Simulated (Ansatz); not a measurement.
**CHFO (formyl fluoride) at FCI/STO-3G**

What is the vertical ionisation energy of CHFO (formyl fluoride) at FCI/STO-3G? 

Program for the calculation: Ansatz 0.2.0.

62 further runs of the same task are left out: 2 that didn't finish, 60 set aside as unsound or not needed.

**1. Starting point**

CHFO has 4 atoms, charge 0, and is taken as a singlet. SMILES: `O=CF`. Geometry: relaxed at PBE0-D4/def2-TZVP.

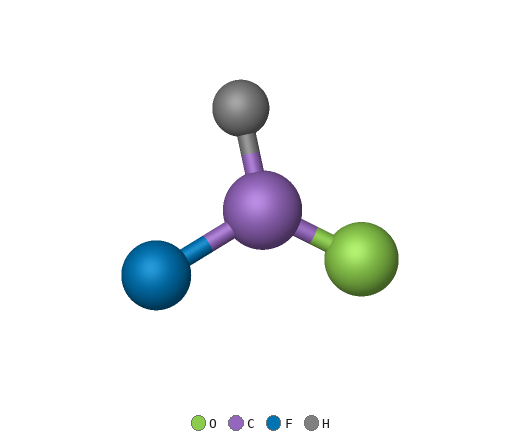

Viewed from a chosen angle; oxygen green, carbon purple, fluorine blue, hydrogen grey.

**2. A single-point energy at FCI/STO-3G**

Contents of job.yaml:

```yaml
basis:
  gaussian:
    orbitals: STO-3G
crystal:
  periodic: [false, false, false]
  atoms:
    - {symbol: O, position_ang: [-0.889340, 0.201180, 0.827740]}
    - {symbol: C, position_ang: [-0.046400, 0.067520, 0.021620]}
    - {symbol: F, position_ang: [0.585200, -1.091810, -0.181820]}
    - {symbol: H, position_ang: [0.350540, 0.823120, -0.667550]}
total_charge: 0
correlation:
  method: fci
  frozen_orbitals: {C: 1, F: 1, H: 0, O: 1}
accuracy: high
```

Launch:

```bash
$ ansatz run job.yaml --threads 1 --pin off --max-ram 3480MiB --events-out events.jsonl --progress --plain --runs-dir runs
```

Output:

```text
Warning: RAYON_NUM_THREADS=1 ignored (pool sized by the plan → 1); use --threads N
Functional definition: HF
  name "HF"
  exchange = exact_x
  correlation = 0
273 factors; integrals over basis functions are off by at most 4.8e-8 eV
mean field evaluation 1: about -5705.2061 eV, gradient 3.7e1 eV
mean field evaluation 2: about -5705.2993 eV, gradient 3.7e1 eV
mean field evaluation 4: about -5709.6244 eV, gradient 2.7e0 eV
mean field evaluation 8: about -5709.6874 eV, gradient 8.9e-2 eV
mean field -5709.68744653 eV, -209.8271434948 hartree, gradient 1.5e-8 eV, S^2 0.000000; 0 other end points of the search recorded, 0 dependent functions left out; unrestricted orbitals would lower it
mean field evaluation 16: about -5709.4431 eV, gradient 2.1e0 eV
3 core orbitals not correlated: weight in the atoms' cores, before any rotation towards them, 1.000 or more for the frozen orbitals, at most 0.000 for the correlated occupied ones
reference -5709.68744653 eV, -209.8271434948 hartree; 9, 9 occupied and 4, 4 virtual orbitals, 273 factors
state -5714.02994385 eV, -209.9867273280 hartree
Total energy: -5714.02994385 eV, -209.9867273280 hartree
```

Wall time 2.1 s (1 thread of Intel Xeon Platinum 8259CL at 2.50GHz (Skylake/Cascade Lake), shared host); peak memory 0.11 GiB.

**3. The doublet cation, same level**

Contents of run.yaml:

```yaml
crystal:
  periodic: [false, false, false]
  atoms:
    - symbol: O
      position_ang: [-0.889340, 0.201180, 0.827740]
    - symbol: C
      position_ang: [-0.046400, 0.067520, 0.021620]
    - symbol: F
      position_ang: [0.585200, -1.091810, -0.181820]
    - symbol: H
      position_ang: [0.350540, 0.823120, -0.667550]
basis:
  gaussian: {orbitals: STO-3G}
total_charge: 1
magnetization: {spin_polarized: true, initial_magnetization: 1}
correlation: {method: fci, frozen_orbitals: {C: 1, F: 1, H: 0, O: 1}}
accuracy: high
```

Launch:

```bash
$ ansatz run run.yaml --threads 1 --pin off --max-ram 3480MiB --events-out events.jsonl --progress --plain --runs-dir runs
```

Output (excerpt; [...] marks lines left out):

```text
Warning: RAYON_NUM_THREADS=1 ignored (pool sized by the plan → 1); use --threads N
Functional definition: HF
  name "HF"
[...]
273 factors; integrals over basis functions are off by at most 4.8e-8 eV
[...]
mean field -5701.28757762 eV, -209.5184540062 hartree, gradient 2.6e-8 eV, S^2 0.795030; 5 other end points of the search recorded, 0 dependent functions left out
determinant -5701.28757762 eV, -209.5184540062 hartree, with singles and doubles -5705.17899986 eV, -209.6614611356 hartree
determinant -5699.85911130 eV, -209.4659588368 hartree, with singles and doubles -5703.83371066 eV, -209.6120226693 hartree
3 core orbitals not correlated: weight in the atoms' cores, before any rotation towards them, 1.000 or more for the frozen orbitals, at most 0.000 for the correlated occupied ones
reference -5701.13145801 eV, -209.5127167160 hartree; 9, 8 occupied and 4, 5 virtual orbitals, 273 factors
state -5705.42031120 eV, -209.6703291637 hartree
Total energy: -5705.42031120 eV, -209.6703291637 hartree
```

It took 8.4 s on 1 thread of Intel Xeon Platinum 8259CL at 2.50GHz (Skylake/Cascade Lake), shared host; peak memory 0.14 GiB.

**4. Outcome**

Level: FCI/STO-3G, 3 core orbitals frozen.

```
                                                   quantity          value
                                 singlet CHFO: total energy  -209.98673 Eh
  singlet CHFO: correlation energy (3 core orbitals frozen)     -159.6 mEh
                               doublet cation: total energy  -209.67033 Eh
doublet cation: correlation energy (3 core orbitals frozen)     -157.6 mEh
         vertical ionisation energy (to the doublet cation)       8.610 eV
```

**Reading.** The vertical ionisation energy comes to 8.61 eV (199 kcal/mol). In a minimal basis such a difference can be off by several eV, whatever the method. The restricted solution (singlet CHFO) is unstable to spin breaking: an unrestricted one lies lower.
